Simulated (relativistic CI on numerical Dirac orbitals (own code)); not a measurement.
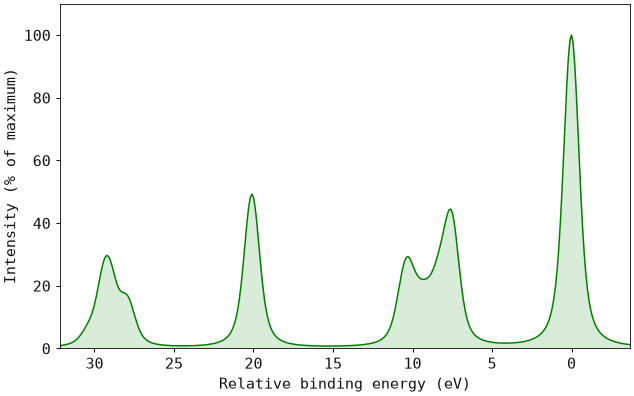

2p photoemission of nominal Cu²⁺ (d⁹) with U_dd = 8.3, U_pd = 10.6, 10Dq = 0.85 (ligand 0.1), V(eg) = 2.8, V(t2g) = −1.19 eV, final-state hopping scaled by 0.8. Charge-transfer multiplet model of a cubic metal–ligand cluster, up to 1 ligand hole (L), atomic integrals computed for Dirac–Coulomb–Breit ions and scaled by 0.8, 300 K, Voigt broadening (Lorentzian 0.6 eV, Gaussian 0.8 eV). Energies are counted from the highest peak in the lower part of the range.

### Estimate the charge-transfer energy Δ and the make-up of the ground state.

Δ = 2.7 eV, below U_dd, on the charge-transfer side of the Zaanen–Sawatzky–Allen scheme. The ground state is 75 % d⁹ and 25 % d¹⁰L, with 9.25 d electrons and S = 0.50. The main maxima lie at 0.0 eV (100), 7.6 eV (44), 10.3 eV (29), 20.1 eV (49) and 29.2 eV (30), heights in % of the largest. The features below about 15 eV belong to the 2p₃/₂ hole, those above mostly to the 2p₁/₂ hole.
